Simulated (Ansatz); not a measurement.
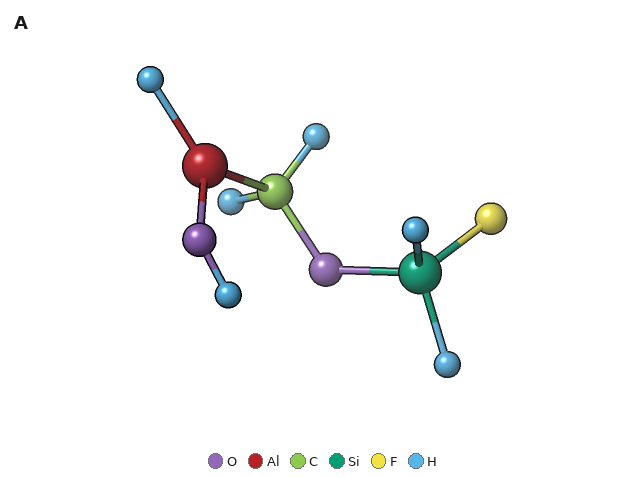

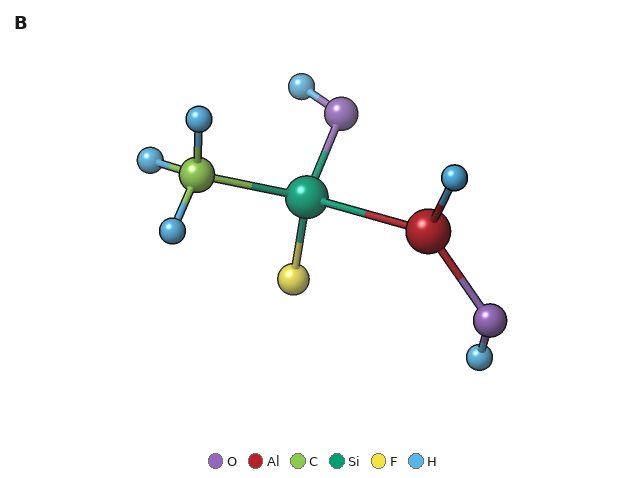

2 stationary structures of one formula. Geometries: PBE0-D4/def2-TZVP. Electronic energies: r2SCAN-D4/def2-TZVPP (Ansatz 0.2.0), without zero-point energy. No frequency run is at hand to confirm each as a minimum. Each is one conformer, not always the lowest.

Are they conformers, stereoisomers or constitutional isomers?

Answer. They are constitutional isomers of CH6AlFO2Si: A `[OH][AlH][CH2]O[SiH2]F`, B `C[Si@](O)(F)[AlH][OH]`.

Rank them by energy, lowest first.

Answer. B is lowest; A lies 1.198 eV above it.
